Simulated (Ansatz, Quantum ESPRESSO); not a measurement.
# LiBH4 (F-43m): zone-centre phonons

Wanted: the vibrations of LiBH4 (F-43m) at Γ, by two programs.

Calculated with Quantum ESPRESSO 7.5; DFT LDA, scalar-relativistic, plane waves, GBRV ultrasoft pseudopotentials.

### 1. Set-up

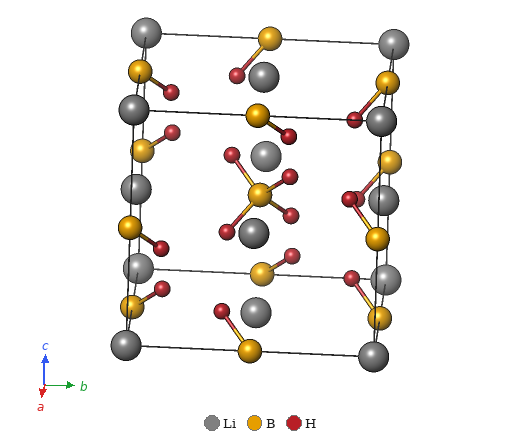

Start, viewed slightly off an axis; lithium grey, boron orange, hydrogen red. This picture shows the conventional cell, with its axes. Some periodic images of atoms are drawn too.

As a file:

```cif
data_structure
_symmetry_space_group_name_H-M 'P 1'
_symmetry_Int_Tables_number 1
_cell_length_a 4.0380
_cell_length_b 4.0380
_cell_length_c 4.0380
_cell_angle_alpha 60.000
_cell_angle_beta 60.000
_cell_angle_gamma 60.000
_cell_volume 46.56
loop_
_atom_site_label
_atom_site_type_symbol
_atom_site_fract_x
_atom_site_fract_y
_atom_site_fract_z
_atom_site_occupancy
Li1 Li 0.00000 0.00000 0.00000 1
B2 B 0.50000 0.50000 0.50000 1
H3 H 0.37679 0.37679 0.86964 1
H4 H 0.86964 0.37679 0.37679 1
H5 H 0.37679 0.86964 0.37679 1
H6 H 0.37679 0.37679 0.37679 1
```

### 2. A first look

A cheap run with smearing and empty bands tells whether the crystal has a gap, which decides between fixed occupations and smearing later on.

Input file probe.in:

```
&CONTROL
  calculation = 'scf'
  prefix      = 'x'
  outdir      = './tmp'
  pseudo_dir  = './pseudo'
  tprnfor     = .true.
  tstress     = .true.
  verbosity   = 'high'
/
&SYSTEM
  ibrav       = 0
  nat         = 6
  ntyp        = 3
  ecutwfc     = 45.0
  ecutrho     = 270.0
  occupations = 'smearing'
  smearing    = 'gaussian'
  degauss     = 0.01
/
&ELECTRONS
  conv_thr         = 1.0d-07
  mixing_beta      = 0.7
  electron_maxstep = 100
/
ATOMIC_SPECIES
 Li      6.9400  Li.upf
 B      10.8100  B.upf
 H       1.0080  H.upf
CELL_PARAMETERS angstrom
    -2.855319000    0.000000000    2.855319000
     0.000000000    2.855319000    2.855319000
    -2.855319000    2.855319000    0.000000000
ATOMIC_POSITIONS crystal
 Li     0.000000000   0.000000000   0.000000000
 B      0.500000000   0.500000000   0.500000000
 H      0.376786670   0.376786670   0.869639990
 H      0.869639990   0.376786670   0.376786670
 H      0.376786670   0.869639990   0.376786670
 H      0.376786670   0.376786670   0.376786670
K_POINTS automatic
 6 6 6 0 0 0
```

On the command line:

```bash
$ OMP_NUM_THREADS=1 mpirun -n 2 pw.x -nk 2 -in probe.in > probe.out
```

What it wrote:

```text
[banners, grids, parts of the stress and lines that vanish by symmetry left out]
Program PWSCF v.7.5
     Message from routine setup:
     using ibrav=0 with symmetry is DISCOURAGED, use correct ibrav instead
[...]
kinetic-energy cutoff     =      45.0000  Ry
     charge density cutoff     =     270.0000  Ry
     scf convergence threshold =      1.0E-07
[...]
Exchange-correlation=  SLA  PZ   NOGX NOGC
                           (   1   1   0   0   0   0   0)
[...]
24 Sym. Ops. (no inversion) found
[...]
(     0          1          0      )
                  (     0          0          1      )
[...]
(  0.0000000  1.0000000  0.0000000 )
                  ( -0.0000000 -0.0000000  1.0000000 )
[...]
(     1          0         -1      )
                  (     0          0         -1      )
[...]
number of k points=    16  Gaussian smearing, width (Ry)=  0.0100
[...]
End of self-consistent calculation
[...]
the Fermi energy is     0.3621 ev
!    total energy              =     -25.38603892 Ry
[...]
convergence has been achieved in   7 iterations
[...]
atom    1 type  1   force =    -0.00000000   -0.00000000    0.00000000
     atom    2 type  2   force =     0.00000000    0.00000000   -0.00000000
     atom    3 type  3   force =    -0.00407400    0.00407400   -0.00407400
     atom    4 type  3   force =    -0.00407400   -0.00407400    0.00407400
     atom    5 type  3   force =     0.00407400    0.00407400    0.00407400
     atom    6 type  3   force =     0.00407400   -0.00407400   -0.00407400
[...]
Total force =     0.014113     Total SCF correction =     0.000045
[...]
total   stress  (Ry/bohr**3)                   (kbar)     P=      -14.92
[...]
XML data file, charge density, pseudopotentials, collected wavefunctions

   JOB DONE.
```

It took 3.6 s on 2 MPI ranks of Intel Xeon Platinum 8488C (Sapphire Rapids), shared host; 6.5 s of CPU time.

This step gave:

* volume per atom: 7.760 Å³
* pressure: -1.492 GPa
* gap on the k-mesh: 5.857 eV

A gap of 5.9 eV opens on this mesh, so the crystal is taken as an insulator; the start stands at -1.5 GPa.

### 3. Relaxation

The harmonic expansion starts where the forces on the atoms vanish, and stress shifts the frequencies, so cell and atoms are relaxed with tight thresholds.

Input file relax.in:

```
&CONTROL
  calculation   = 'vc-relax'
  prefix        = 'x'
  outdir        = './tmp'
  pseudo_dir    = './pseudo'
  tprnfor       = .true.
  tstress       = .true.
  forc_conv_thr = 2.0d-05
  etot_conv_thr = 1.0d-07
  nstep         = 40
/
&SYSTEM
  ibrav       = 0
  nat         = 6
  ntyp        = 3
  ecutwfc     = 45.0
  ecutrho     = 270.0
  occupations = 'fixed'
  nbnd        = 7
/
&ELECTRONS
  conv_thr         = 1.0d-11
  mixing_beta      = 0.7
  electron_maxstep = 100
/
&IONS
/
&CELL
  press_conv_thr = 0.1
/
ATOMIC_SPECIES
 Li      6.9400  Li.upf
 B      10.8100  B.upf
 H       1.0080  H.upf
CELL_PARAMETERS angstrom
    -2.855319000    0.000000000    2.855319000
     0.000000000    2.855319000    2.855319000
    -2.855319000    2.855319000    0.000000000
ATOMIC_POSITIONS crystal
 Li     0.000000000   0.000000000   0.000000000
 B      0.500000000   0.500000000   0.500000000
 H      0.376786670   0.376786670   0.869639990
 H      0.869639990   0.376786670   0.376786670
 H      0.376786670   0.869639990   0.376786670
 H      0.376786670   0.376786670   0.376786670
K_POINTS automatic
 6 6 6 0 0 0
```

On the command line:

```bash
$ OMP_NUM_THREADS=1 mpirun -n 2 pw.x -nk 2 -in relax.in > relax.out
```

What it wrote:

```text
[banners, grids, parts of the stress and lines that vanish by symmetry left out]
[banner, memory and clock lines left out]
Program PWSCF v.7.5

[...]
kinetic-energy cutoff     =      45.0000  Ry
     charge density cutoff     =     270.0000  Ry
     scf convergence threshold =      1.0E-11
[...]
energy convergence thresh.=      1.0E-07
     force convergence thresh. =      2.0E-05
     press convergence thresh. =      1.0E-01
     Exchange-correlation=  SLA  PZ   NOGX NOGC
                           (   1   1   0   0   0   0   0)
[...]
24 Sym. Ops. (no inversion) found
[...]
number of k points=    16
[...]
c_bands:  1 eigenvalues not converged
[...]
End of self-consistent calculation
[...]
highest occupied, lowest unoccupied level (ev):    -1.4220    4.4346
!    total energy              =     -25.38603892 Ry
[...]
convergence has been achieved in  11 iterations
[...]
atom    1 type  1   force =     0.00000000   -0.00000000   -0.00000000
     atom    2 type  2   force =     0.00000000    0.00000000    0.00000000
     atom    3 type  3   force =    -0.00407845    0.00407845   -0.00407845
     atom    4 type  3   force =    -0.00407845   -0.00407845    0.00407845
     atom    5 type  3   force =     0.00407845    0.00407845    0.00407845
     atom    6 type  3   force =     0.00407845   -0.00407845   -0.00407845
     Total force =     0.014128     Total SCF correction =     0.000001
[...]
total   stress  (Ry/bohr**3)                   (kbar)     P=      -14.94
[...]
number of bfgs steps    =   0
[...]
CELL_PARAMETERS (angstrom)
[...]
ATOMIC_POSITIONS (crystal)
Li              -0.0000000000        0.0000000000       -0.0000000000
B                0.5000000000        0.5000000000        0.5000000000
H                0.3764087397        0.3764087397        0.8707737808
H                0.8707737808        0.3764087397        0.3764087397
[...]
New effective cutoffs (rho, wfc):  270.87   45.20
[...]
End of self-consistent calculation
[...]
highest occupied, lowest unoccupied level (ev):    -1.3717    4.4795
!    total energy              =     -25.38646352 Ry
[...]
convergence has been achieved in   7 iterations
[...]
atom    1 type  1   force =    -0.00000000   -0.00000000   -0.00000000
     atom    2 type  2   force =     0.00000000    0.00000000   -0.00000000
     atom    3 type  3   force =    -0.00352701    0.00352701   -0.00352701
     atom    4 type  3   force =    -0.00352701   -0.00352701    0.00352701
     atom    5 type  3   force =     0.00352701    0.00352701    0.00352701
     atom    6 type  3   force =     0.00352701   -0.00352701   -0.00352701
     Total force =     0.012218     Total SCF correction =     0.000000
[...]
total   stress  (Ry/bohr**3)                   (kbar)     P=      -14.47
[...]
number of bfgs steps    =   1
[...]
WARNING: bfgs curvature condition failed, Theta= 0.872
[...]
CELL_PARAMETERS (angstrom)
[...]
ATOMIC_POSITIONS (crystal)
[...]
New effective cutoffs (rho, wfc):  272.96   45.55
[...]
End of self-consistent calculation
[...]
highest occupied, lowest unoccupied level (ev):    -1.2973    4.5438
!    total energy              =     -25.38701569 Ry
[...]
convergence has been achieved in   8 iterations
[...]
!    total energy              =     -25.38861954 Ry
[...]
convergence has been achieved in  12 iterations
[...]
Total force =     0.000159     Total SCF correction =     0.000001
[...]
total   stress  (Ry/bohr**3)                   (kbar)     P=        1.02
[...]
number of bfgs steps    =   5
[...]
New effective cutoffs (rho, wfc):  286.34   47.78
[...]
highest occupied, lowest unoccupied level (ev):    -0.8198    4.7966
!    total energy              =     -25.38862292 Ry
[...]
convergence has been achieved in   8 iterations
[...]
Total force =     0.000202     Total SCF correction =     0.000000
[...]
total   stress  (Ry/bohr**3)                   (kbar)     P=        0.11
[...]
number of bfgs steps    =   6
[...]
New effective cutoffs (rho, wfc):  286.35   47.79
[...]
highest occupied, lowest unoccupied level (ev):    -0.8191    4.7965
!    total energy              =     -25.38862296 Ry
[...]
convergence has been achieved in   6 iterations
[...]
Total force =     0.000073     Total SCF correction =     0.000000
[...]
total   stress  (Ry/bohr**3)                   (kbar)     P=        0.05
[...]
number of bfgs steps    =   7
[...]
small trust_radius: resetting bfgs history
[...]
CELL_PARAMETERS (angstrom)
[...]
ATOMIC_POSITIONS (crystal)
[...]
New effective cutoffs (rho, wfc):  286.35   47.78
[...]
End of self-consistent calculation
[...]
highest occupied, lowest unoccupied level (ev):    -0.8191    4.7963
!    total energy              =     -25.38862296 Ry
[...]
convergence has been achieved in   6 iterations
[...]
atom    5 type  3   force =     0.00000798    0.00000798    0.00000798
     atom    6 type  3   force =     0.00000798   -0.00000798   -0.00000798
     Total force =     0.000028     Total SCF correction =     0.000000
[...]
total   stress  (Ry/bohr**3)                   (kbar)     P=        0.01
[...]
bfgs converged in   9 scf cycles and   8 bfgs steps
[...]
End of BFGS Geometry Optimization
     Final enthalpy           =     -25.3886229649 Ry
     File ./tmp/x.bfgs deleted, as requested
[...]
CELL_PARAMETERS (angstrom)
[...]
ATOMIC_POSITIONS (crystal)
[...]
H                0.3728409656        0.8814771032        0.3728409656
H                0.3728409656        0.3728409656        0.3728409656
[...]
Final scf calculation at the relaxed structure.
[...]
kinetic-energy cutoff     =      45.0000  Ry
     charge density cutoff     =     270.0000  Ry
     scf convergence threshold =      1.0E-13
[...]
press convergence thresh. =      1.0E-01
     Exchange-correlation=  SLA  PZ   NOGX NOGC
                           (   1   1   0   0   0   0   0)
[...]
24 Sym. Ops. (no inversion) found
[...]
number of k points=    16
[...]
c_bands:  1 eigenvalues not converged
     c_bands:  1 eigenvalues not converged
     c_bands:  1 eigenvalues not converged
[...]
End of self-consistent calculation
[...]
highest occupied, lowest unoccupied level (ev):    -0.8190    4.7963
!    total energy              =     -25.38858774 Ry
[...]
convergence has been achieved in  13 iterations
[...]
atom    1 type  1   force =     0.00000000    0.00000000    0.00000000
     atom    2 type  2   force =    -0.00000000   -0.00000000    0.00000000
     atom    3 type  3   force =    -0.00001277    0.00001277   -0.00001277
     atom    4 type  3   force =    -0.00001277   -0.00001277    0.00001277
     atom    5 type  3   force =     0.00001277    0.00001277    0.00001277
     atom    6 type  3   force =     0.00001277   -0.00001277   -0.00001277
     Total force =     0.000044     Total SCF correction =     0.000000
[...]
total   stress  (Ry/bohr**3)                   (kbar)     P=        0.12
[...]
XML data file, charge density, pseudopotentials, collected wavefunctions
```

Elapsed: 28 s, on 2 MPI ranks.

Relaxation path:

| step | energy less that of the first step (eV) | largest force (eV/Å) | pressure (GPa) | volume (Å³) |
| --- | --- | --- | --- | --- |
| 1 | 0.0000 | 0.1816 | -1.49 | 46.56 |
| 2 | -0.0058 | 0.1571 | -1.45 | 46.20 |
| 3 | -0.0133 | 0.1298 | -1.32 | 45.68 |
| 4 | -0.0224 | 0.0983 | -1.06 | 44.89 |
| 5 | -0.0316 | 0.0554 | -0.58 | 43.74 |
| 6 | -0.0351 | 0.0020 | 0.10 | 42.39 |
| 7 | -0.0352 | 0.0026 | 0.01 | 42.51 |
| 8 | -0.0352 | 0.0009 | 0.01 | 42.51 |
| 9 | -0.0352 | 0.0004 | 0.00 | 42.51 |
| 10 | -0.0347 | 0.0006 | 0.01 | 42.51 |

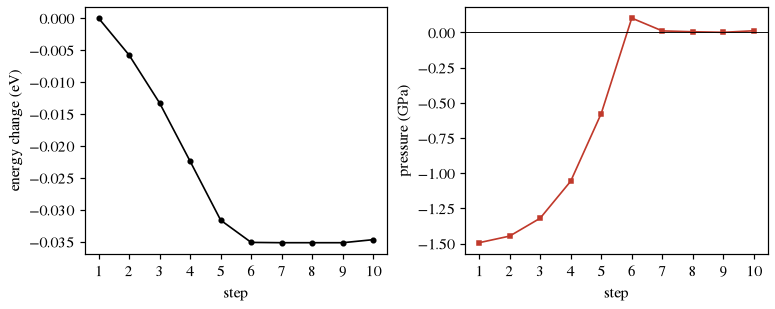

Energy and pressure along the relaxation.

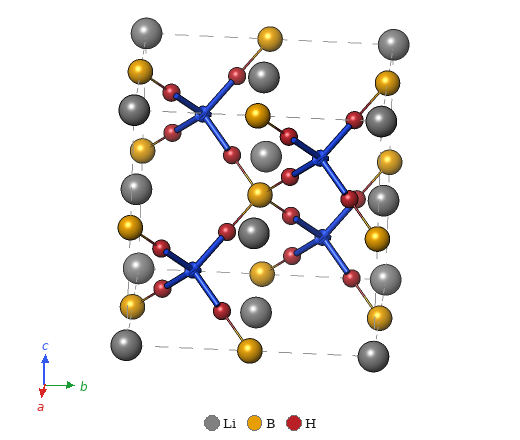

Displacements in the relaxation, exaggerated, measured against the changing cell; the longest in the cell stands for 0.04 Å. Some periodic images of atoms are drawn too.

| conventional cell, symmetrised | before | after | change |
| --- | --- | --- | --- |
| a (Å) | 5.711 | 5.540 | -3.0 % |
| b (Å) | 5.711 | 5.540 | -3.0 % |
| c (Å) | 5.711 | 5.540 | -3.0 % |
| volume (Å³/atom) | 7.76 | 7.09 | -8.7 % |

The atoms that moved most (Å, as changes of fractional coordinates times the final cell):

| atom | dx | dy | dz | length |
| --- | --- | --- | --- | --- |
| H4 | -0.022 | -0.022 | 0.022 | 0.038 |
| H5 | 0.022 | 0.022 | 0.022 | 0.038 |
| H3 | -0.022 | 0.022 | -0.022 | 0.038 |
| H6 | 0.022 | -0.022 | -0.022 | 0.038 |

The last row of the table of steps is pw.x's closing run on a basis chosen anew for the final cell, so its energy can jump.

This step gave:

- volume per atom: 7.085 Å³
- pressure: 0.01200 GPa
- gap on the k-mesh: 5.615 eV

The volume changes by -8.7 % from the cell with which this run began.

### 4. Self-consistent run for the response

Perturbation theory inherits every error of the wavefunctions, so the threshold is set near the limit of the arithmetic. With a gap, occupations are fixed, which also allows the response to an electric field.

Input file scf.in:

```
&CONTROL
  calculation = 'scf'
  prefix      = 'x'
  outdir      = './tmp'
  pseudo_dir  = './pseudo'
  tprnfor     = .true.
  tstress     = .true.
/
&SYSTEM
  ibrav       = 0
  nat         = 6
  ntyp        = 3
  ecutwfc     = 45.0
  ecutrho     = 270.0
  occupations = 'fixed'
  nbnd        = 7
/
&ELECTRONS
  conv_thr         = 1.0d-12
  mixing_beta      = 0.7
  electron_maxstep = 100
/
ATOMIC_SPECIES
 Li      6.9400  Li.upf
 B      10.8100  B.upf
 H       1.0080  H.upf
CELL_PARAMETERS angstrom
    -2.770048735    0.000000000    2.770048735
     0.000000000    2.770048735    2.770048735
    -2.770048735    2.770048735    0.000000000
ATOMIC_POSITIONS crystal
 Li     0.000000000   0.000000000   0.000000000
 B      0.500000000   0.500000000   0.500000000
 H      0.372840966   0.372840966   0.881477103
 H      0.881477103   0.372840966   0.372840966
 H      0.372840966   0.881477103   0.372840966
 H      0.372840966   0.372840966   0.372840966
K_POINTS automatic
 8 8 8 0 0 0
```

On the command line:

```bash
$ OMP_NUM_THREADS=1 mpirun -n 2 pw.x -nk 2 -in scf.in > scf.out
```

What it wrote:

```text
[banners, grids, parts of the stress and lines that vanish by symmetry left out]
[banner, memory and clock lines left out]
Program PWSCF v.7.5

[...]
kinetic-energy cutoff     =      45.0000  Ry
     charge density cutoff     =     270.0000  Ry
     scf convergence threshold =      1.0E-12
[...]
Exchange-correlation=  SLA  PZ   NOGX NOGC
                           (   1   1   0   0   0   0   0)
[...]
24 Sym. Ops. (no inversion) found
[...]
number of k points=    29
[...]
End of self-consistent calculation
[...]
highest occupied, lowest unoccupied level (ev):    -0.8192    4.7962
!    total energy              =     -25.38860011 Ry
[...]
convergence has been achieved in  12 iterations
[...]
atom    1 type  1   force =    -0.00000000    0.00000000   -0.00000000
     atom    2 type  2   force =    -0.00000000    0.00000000   -0.00000000
     atom    3 type  3   force =    -0.00002089    0.00002089   -0.00002089
     atom    4 type  3   force =    -0.00002089   -0.00002089    0.00002089
     atom    5 type  3   force =     0.00002089    0.00002089    0.00002089
     atom    6 type  3   force =     0.00002089   -0.00002089   -0.00002089
     Total force =     0.000072     Total SCF correction =     0.000000
[...]
total   stress  (Ry/bohr**3)                   (kbar)     P=        0.11
[...]
XML data file, charge density, pseudopotentials, collected wavefunctions
```

Wall time 6 s (2 MPI ranks); 12 s of CPU time.

This step gave:

| Property | Result |
| --- | --- |
| pressure | 0.01100 GPa |

The cell stands at 0.011 GPa, close enough for phonons.

(Continued in part 2 of 3.)

[Host names and launcher messages were left out of these logs when they were recorded.]

[Logs are printed without paths, hosts, clocks, repeated set-up lines and the standing remarks that a program may print on its own settings, such as how far it seeks lower states.]

[Hosts, paths, dates, database ids (printed as entryN), source tags and the programs' standing remarks are cut or masked in the printed files.]
